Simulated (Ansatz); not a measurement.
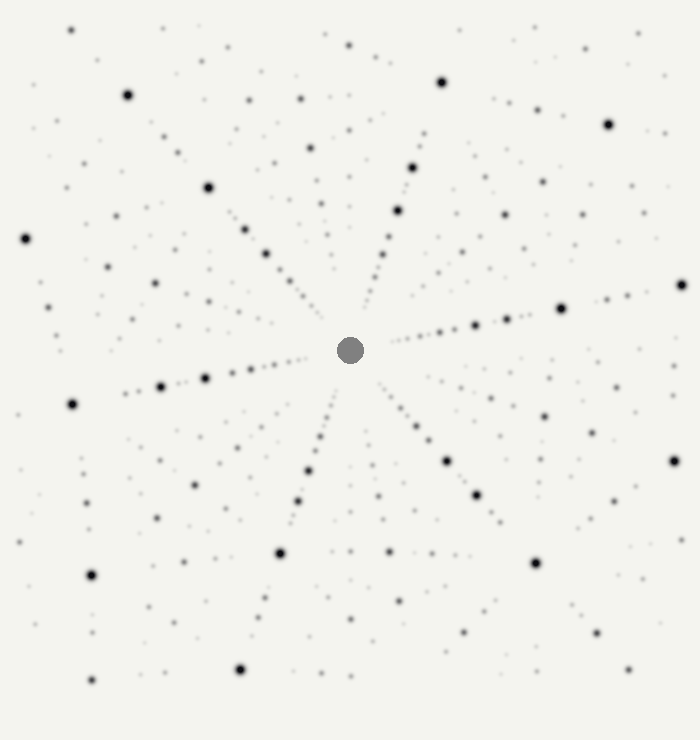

Simulated back-reflection Laue pattern (white X-rays, 0.45 to 2.2 Å, flat plate covering ±45° about the beam, kinematic intensities, seen from the source).

**Which symmetry elements lie along the beam?**

3m: a threefold axis with three mirror lines.

The crystal is Sn3O, space group Pm-3m (No. 221), a = 4.42 Å. Structure: the geometry relaxed with DFT r2SCAN, scalar-relativistic, plane waves, PAW in Ansatz 0.2.0; the starting structure was generated, so it need not be a known form of this composition.

**Which direction points towards the source?**

[111] or one equivalent to it by a rotation of the Laue group. In Laue class m-3m no other family of directions with a member of indices 0 and ±1 has this symmetry.
